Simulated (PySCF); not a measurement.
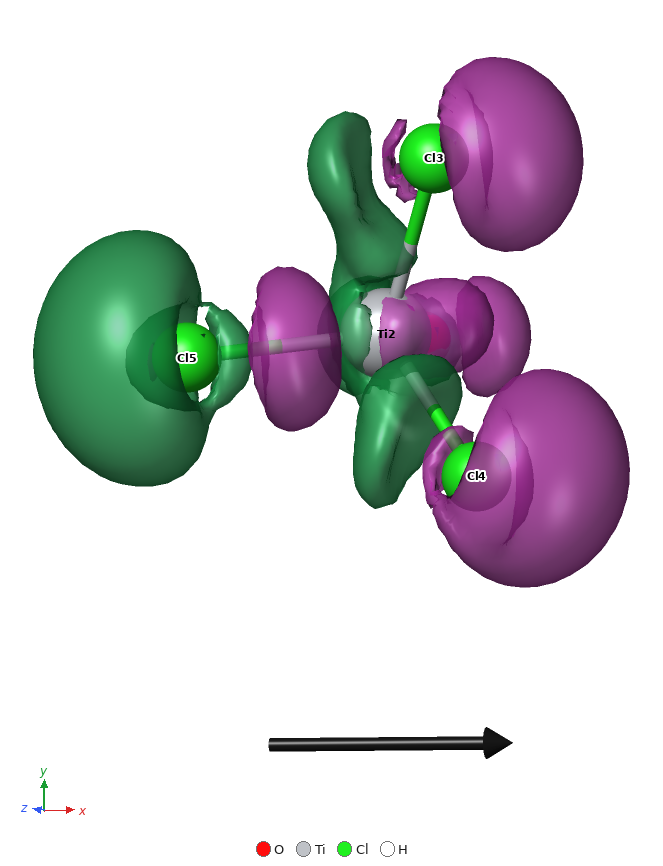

Figure 1: Cl3HOTi, SMILES `O[Ti](Cl)(Cl)Cl`. Change of the electron density in a uniform field of 0.26 V/Å along +x (arrow), surfaces at ±0.002 e/Å³ (green: gain, purple: loss).

Computed with PySCF, r2SCAN/def2-SVPD, geometry: GFN2-xTB. This is a single-reference result, which may miss multireference character in this system. No frequency check shows the geometry to be a minimum. GFN2-xTB bond lengths at metals and heavier atoms can be off by up to 0.1 Å and shapes distorted, which carries into these values.

Coordinates in Å:

```
O1      -0.0045   -0.0013   -2.0260
Ti2     -0.0004    0.0000   -0.3592
Cl3      0.7305    1.7882    0.5297
Cl4      1.1849   -1.5254    0.5302
Cl5     -1.9123   -0.2621    0.5339
H6      -0.0076   -0.0014   -2.9853
```

Q: What dipole is induced, and what polarisability does it imply?

A: The induced dipole is 1.06 D (along the field); α along this axis, from the fields in both directions, is 84 bohr³ (12.4 Å³).

Q: Which atoms gain and lose the most charge?

A: Electrons gather most on Cl5 (Hirshfeld charge changes by −0.034 e) and leave Cl4 most (+0.021 e); 0.078 electrons are displaced in all.
